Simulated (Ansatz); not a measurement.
**AlHF+ (singlet): the correlation ladder, cc-pVTZ**

How much of the correlation energy of AlHF+ (singlet) does each wave-function method recover here?

Method: cc-pVTZ, core rule «outside noble gas», up to 6 orbitals frozen; program: Ansatz 0.2.0, Gaussian basis.

The runs, in order: UHF; CCSD(T) on RHF; BCCD(T) on RHF; CCSDT(Q) on RHF.

12 further runs of the same task are left out: 8 for a known fault of the program, 4 set aside as unsound or not needed.

### 1 What is computed

The geometry is a PBE0/def2-TZVP stationary point (not a proven minimum) of the parent state, kept for this charge and spin.

3 atoms, charge 1, spin multiplicity 1.

Atoms are counted from 1 here; the program's logs count them from 0.

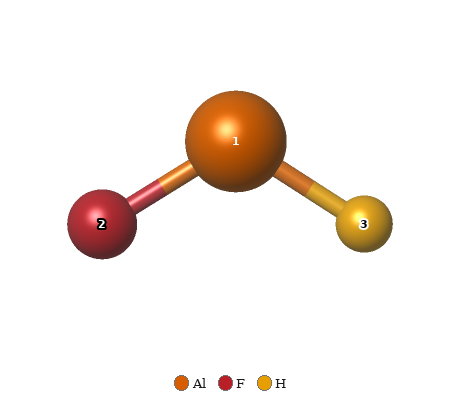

The structure; aluminium orange, fluorine red, hydrogen amber; atoms are numbered from 1 in the order of the file.

As a file:

```xyz
3

Al    0.0000   -0.1153    0.6452
F     0.0000    0.0982   -0.9968
H     0.0000    1.2348    1.5172
```

### 2 UHF

The input, in.yaml:

```yaml
crystal:
  periodic: [false, false, false]
  atoms:
    - {symbol: Al, position_ang: [0.000000, -0.115297, 0.645226]}
    - {symbol: F, position_ang: [0.000000, 0.098231, -0.996846]}
    - {symbol: H, position_ang: [0.000000, 1.234843, 1.517246]}
basis:
  gaussian: {orbitals: cc-pVTZ}
total_charge: 1
magnetization: {spin_polarized: true, initial_magnetization: 0}
hamiltonian: {xc: hf}
output: {orbitals: {seedname: orbitals}}
```

Started as:

```
$ ansatz run in.yaml --threads 1 --pin off --events-out ev --progress --plain --max-ram 4096MiB --backend cpu
```

After this run come: CCSD(T) on RHF; BCCD(T) on RHF; CCSDT(Q) on RHF.

Q: Predict the results of all the runs planned. Wanted: RCCSDT(Q) below the RHF energy; RMP2 from RCCSDT(Q); RCCSD from RCCSDT(Q); RCCSD(T) from RCCSDT(Q); T1 diagnostic.

The runs gave:

| quantity | value |
| --- | --- |
| RCCSDT(Q) below the RHF energy | -9.0404 eV |
| RMP2 from RCCSDT(Q) | +45.5 kJ/mol |
| RCCSD from RCCSDT(Q) | +26.3 kJ/mol |
| RCCSD(T) from RCCSDT(Q) | +1.6 kJ/mol |
| levels within 1 kcal/mol (43 meV) | RCCSD(T), BCCD(T), RCCSDT |
| T1 diagnostic | 0.019 |

RCCSD(T) misses by +1.6 kJ/mol, 0.2 % of the correlation energy. These misses are within one basis, not against nature.
